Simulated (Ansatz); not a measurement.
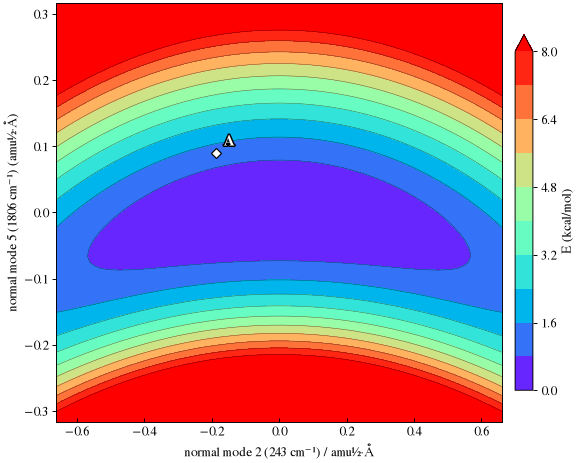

GaH2Na, SMILES [Na][GaH2]. 
- Coordinates scanned: (1) normal mode 2 (243 cm⁻¹); (2) normal mode 5 (1806 cm⁻¹).
- Nothing is relaxed (straight displacements along the two mass-weighted modes).
- The scan uses a 15 × 15 grid; 123 points were computed and 102 follow by symmetry.
- Points are written as (first, second).
- All energies are given in kcal/mol relative to the lowest grid point.
- Theory: RKS CAM-B3LYP-D4/def2-TZVP in Ansatz 0.2.0.

In the figure: filled contours, one colour for all values above the top of the scale, the point A. Between grid points the surface is interpolated.

**Which way does the force act at A, and how strong is it?**

A, at (−0.189 amu½·Å, 0.090 amu½·Å), is not a stationary point. The computed force is 2.6 kcal/mol for each amu½·Å towards larger values of normal mode 2 (243 cm⁻¹) and 23 kcal/mol for each amu½·Å towards smaller values of normal mode 5 (1806 cm⁻¹).
